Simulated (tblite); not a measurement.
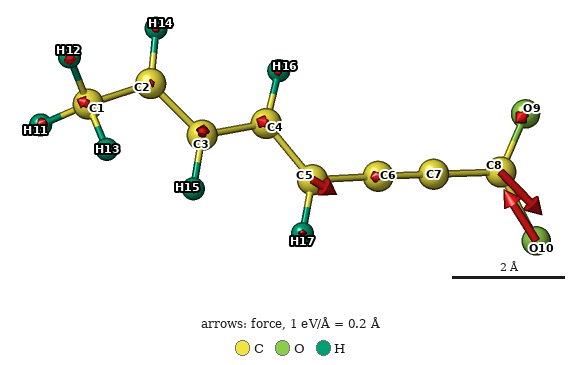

Starting geometry of C₈H₇O₂ (charge −1) with the computed forces as red arrows. The picture is a ball-and-stick view, seen at a tilt.

Theory: GFN2-xTB geometry optimisation, gas phase in tblite 0.8.0. 

Question: What follows when this structure is relaxed?

Answer: It isn't relaxed: the largest force vector, on C atoms, is 5.66 eV/Å. The final displacements follow the starting forces only in part (cosine between the two patterns 0.32). The atom that moves furthest after the best rigid fit is O10 (1.55 Å). Largest moves by element: O 1.55 Å, H 0.51 Å, C 0.26 Å. Some distances before and after: C8–O10 1.402 → 1.241 Å, C7–C8 1.451 → 1.515 Å, C5–C6 1.434 → 1.397 Å, C4–C5 1.319 → 1.350 Å. Bond angles that change, for instance: C6–C7–C8 178.9° → 165.0°, O9–C8–O10 122.5° → 131.9°, C1–C2–C3 117.4° → 124.5°. Groups turn about C1–C2 by about 25°. Over 153 geometry steps the energy falls by 88.3 kJ/mol.
